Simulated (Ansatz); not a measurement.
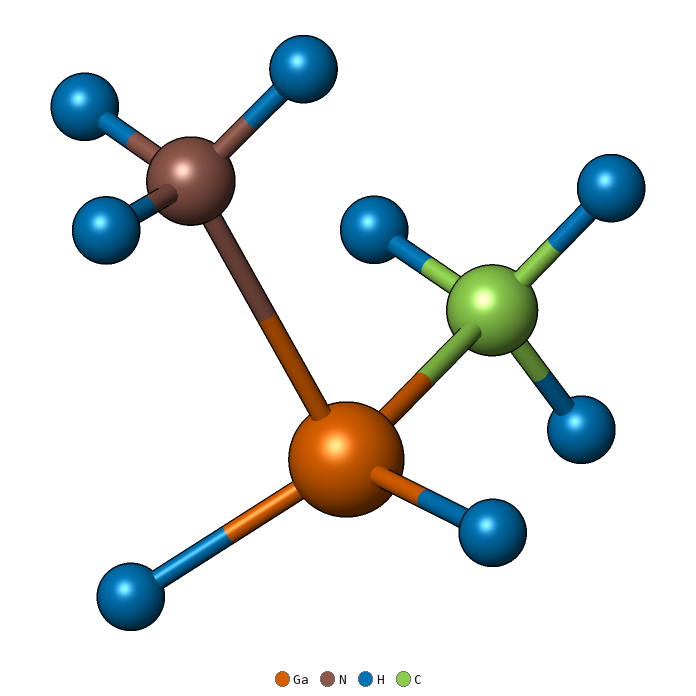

Sticks follow a distance rule. Harmonic vibrations computed with RKS PBE0-D4/def2-TZVP (Ansatz 0.2.0) at a stationary point of the same level.

Question: Minimum or transition state?

Answer: A minimum: no imaginary frequency, and the lowest mode lies at 84 cm⁻¹.

Question: List the wavenumbers.

Answer: 27 modes: 84, 106, 133, 320, 353, 426, 493, 557, 666, 681, 743, 757, 763, 1194, 1221, 1453, 1457, 1654, 1656, 1882, 1898, 3038, 3119, 3120, 3500, 3624, 3625 cm⁻¹.
